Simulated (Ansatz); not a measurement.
C2H7BGe (SMILES CB[CH2][GeH])

The calculation's input:

```
crystal:
  periodic: [false, false, false]
  atoms:
    - symbol: C
      position_ang: [0.020418, 1.450989, 2.289405]
    - symbol: C
      position_ang: [-1.638445, 1.873914, 0.155324]
    - symbol: B
      position_ang: [-0.278059, 2.096279, 0.925609]
    - symbol: Ge
      position_ang: [0.908822, -0.241648, 1.576834]
    - symbol: H
      position_ang: [0.794729, 1.905956, 2.931865]
    - symbol: H
      position_ang: [-0.809391, 1.094368, 2.922691]
    - symbol: H
      position_ang: [0.564389, 2.820318, 0.436677]
    - symbol: H
      position_ang: [0.921078, 0.258056, 0.042519]
    - symbol: H
      position_ang: [-1.513656, 1.768599, -0.934336]
    - symbol: H
      position_ang: [-2.250267, 1.035294, 0.529211]
    - symbol: H
      position_ang: [-2.241134, 2.792195, 0.302624]
basis:
  gaussian:
    orbitals: def2-TZVPD
hamiltonian:
  xc: pbe0
output:
  forces: true
  orbitals: {seedname: orbitals}
```

Command:

```sh
ansatz run input.yaml --threads 2 --pin off --max-ram 4350MiB --events-out events.jsonl --progress --plain --runs-dir runs
```

Geometry: B3LYP-D3(BJ)/def2-SVP.

Computed with Ansatz, isolated molecule in a Gaussian basis; Kohn-Sham density functional theory, functional PBE0.

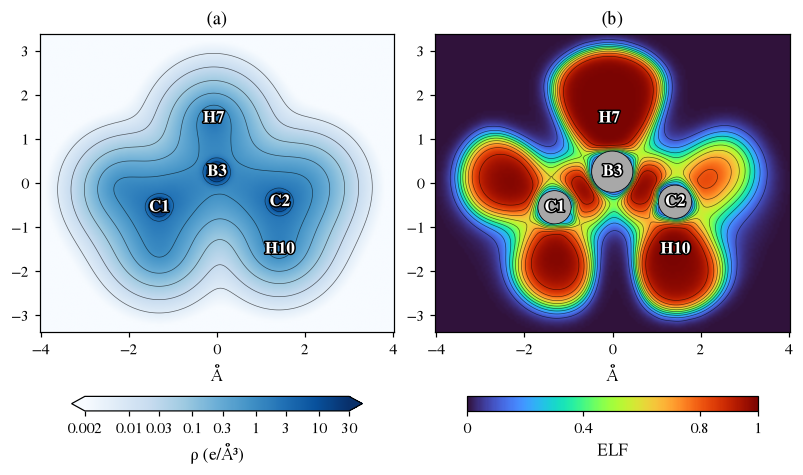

Figure 1. (a) total electron density; (b) ELF on the plane of atoms C2, B3 and H7. Grey discs cover the atomic cores in the ELF map.

What does the map show?

- Atoms in the plane: C, B and H.
- C–B (1.54 Å): the density is about 1.5 e/Å³ at the midpoint; the ELF peaks at about 0.95 between the atoms (a covalent bond).
- C–H (1.10 Å): ρ is about 1.9 e/Å³ halfway; the ELF climbs to about 1 towards the hydrogen, as it does in any bond to H (an ordinary covalent bond to hydrogen).
- C–B (1.58 Å): the density is about 1.4 e/Å³ at the midpoint; the ELF peaks at about 1 between the atoms; a shared electron pair.
- B–H (1.21 Å): the density is about 1.2 e/Å³ at the midpoint; the ELF climbs to about 1 towards the hydrogen: a covalent bond by its length.

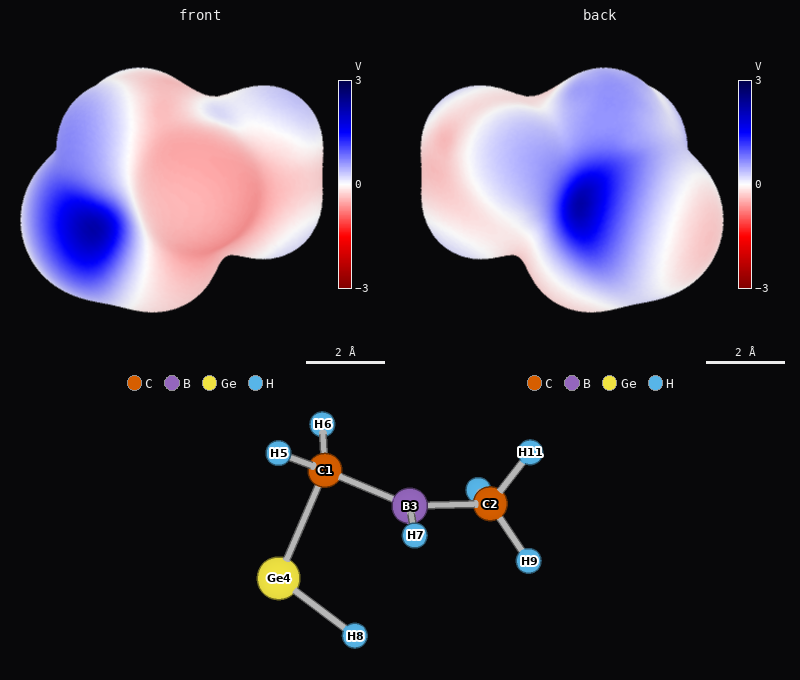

Figure 2. The electrostatic potential painted on the density surface at 0.001 e/bohr³, seen from the front and from behind; red is negative and blue positive. The bare structure is drawn below in the same view.

Where is the surface potential most negative and most positive?

The most negative region (about −0.6 V, or −14 kcal/mol for a unit charge) lies over H7, the most positive (about +2.1 V, or +48 kcal/mol for a unit charge) over Ge4.

How polar is the molecule by this calculation?

Its dipole moment is 1.24 D.

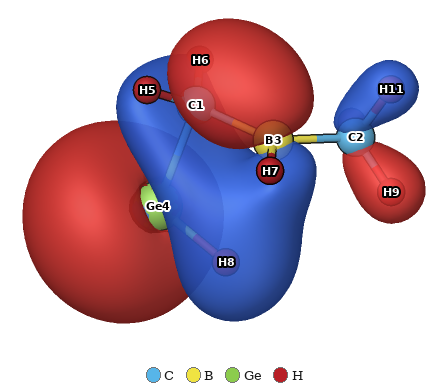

Figure 3. The HOMO at ±0.06 Å⁻³ᐟ² (blue and red are the two phases), seen across its widest extent.

Where does this orbital lie, and at what energy?

It lies mainly on Ge4 (about 55 %), C1 (about 20 %), B3 (about 10 %) and H8 (about 10 %). Its energy is −6.81 eV.
